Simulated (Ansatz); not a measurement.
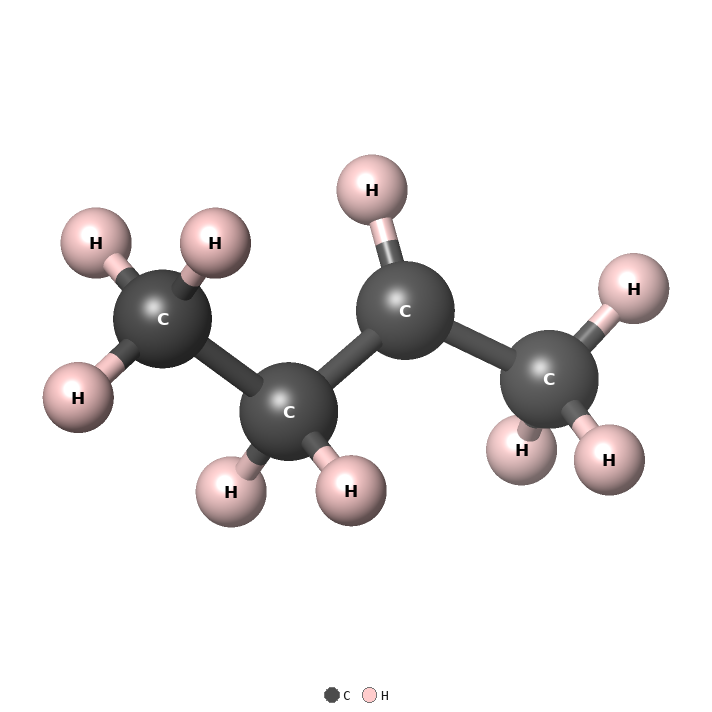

Every bond is drawn as one stick, whatever its order.

Charge 0, doublet. The computed structure is the end point of a PBE0-D4/def2-TZVP optimisation.

> What is the molecular formula?

C₄H₉, 13 atoms: 4 carbon and 9 hydrogen.

> Describe its rings.

It has no ring.

> Give a SMILES string for it.

C[CH]CC

> How many bonds of each kind are drawn?

9 C–H, 3 C–C.

The parts below concern this one geometry. Atoms keep their numbers from picture to picture.

Vibrations

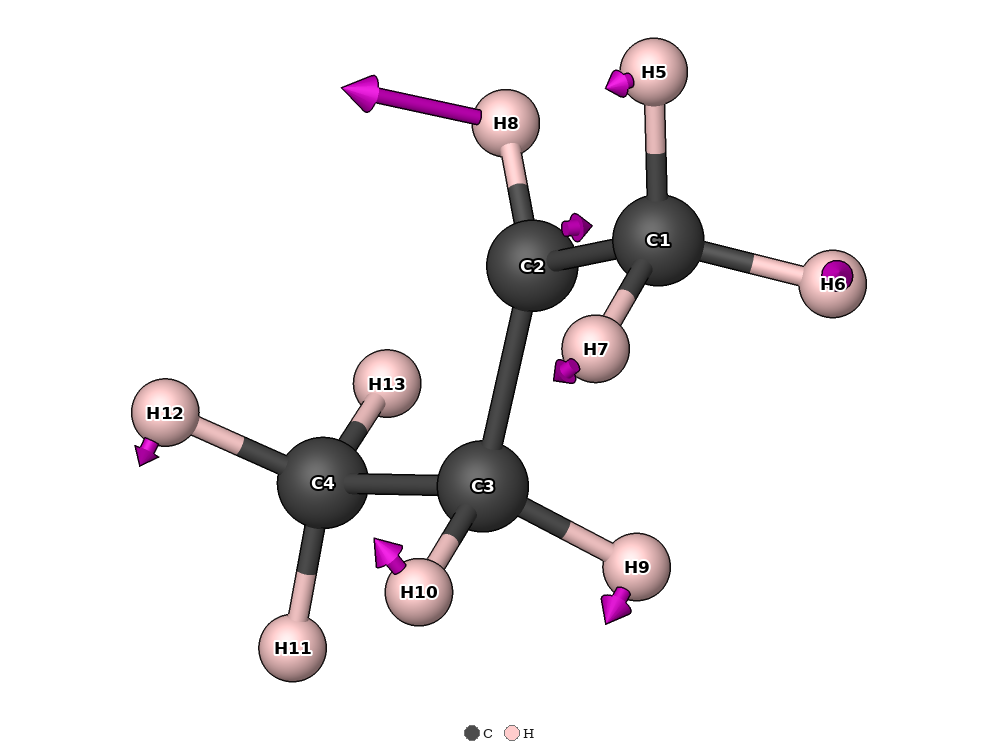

The arrows show one normal mode. Harmonic vibrations computed with UKS PBE0-D4/def2-TZVP (Ansatz 0.2.0) at a stationary point of the same level.

> Describe the motion.

A torsion or out-of-plane motion in which bond lengths and bond angles hardly change.

> Estimate its harmonic wavenumber.

372 cm⁻¹; it is mode 5 of 33 counted from the lowest.

Charges

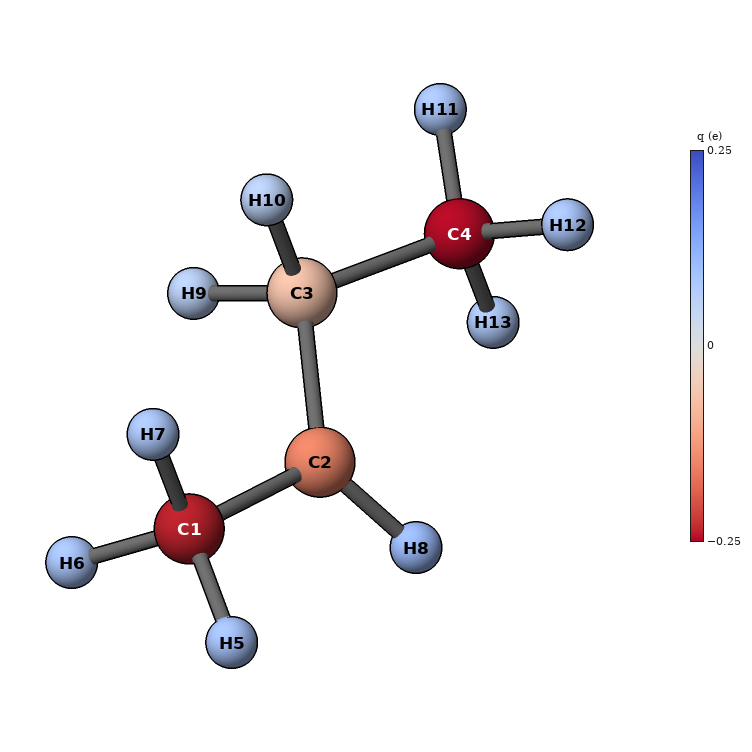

Atoms are coloured by their Mulliken charges. Level of theory: UKS B3LYP-D4/def2-TZVPP (Ansatz 0.2.0).

> Which atom carries the highest charge (most positive or least negative)?

H8 (0.10 e).

> And the lowest?

C1, C4 (−0.24 e).

Give the Mulliken charges atom by atom.

| atom | value (e) |
| --- | --- |
| C1 | −0.24 |
| C2 | −0.14 |
| C3 | −0.06 |
| C4 | −0.24 |
| H5 | 0.09 |
| H6 | 0.08 |
| H7 | 0.08 |
| H8 | 0.10 |
| H9 | 0.06 |
| H10 | 0.06 |
| H11 | 0.08 |
| H12 | 0.08 |
| H13 | 0.07 |

Levels of theory compared

Program: Ansatz 0.2.0.

Compare HOMO energy (eV) at these levels: PBE0-D4/def2-QZVPP; r2SCAN-D4/def2-TZVPP; r2SCAN0-D4/def2-TZVPP; r2SCANh-D4/def2-TZVPP; revPBE-D4/def2-TZVPP; ωB97M-V/def2-SVP.

| level | HOMO energy (eV) |
| --- | --- |
| PBE0-D4/def2-QZVPP | −5.36 |
| r2SCAN-D4/def2-TZVPP | −4.44 |
| r2SCAN0-D4/def2-TZVPP | −5.68 |
| r2SCANh-D4/def2-TZVPP | −4.93 |
| revPBE-D4/def2-TZVPP | −4.00 |
| ωB97M-V/def2-SVP | −7.33 |

Mulliken values depend strongly on the basis set and can even reverse the polarity of a bond.
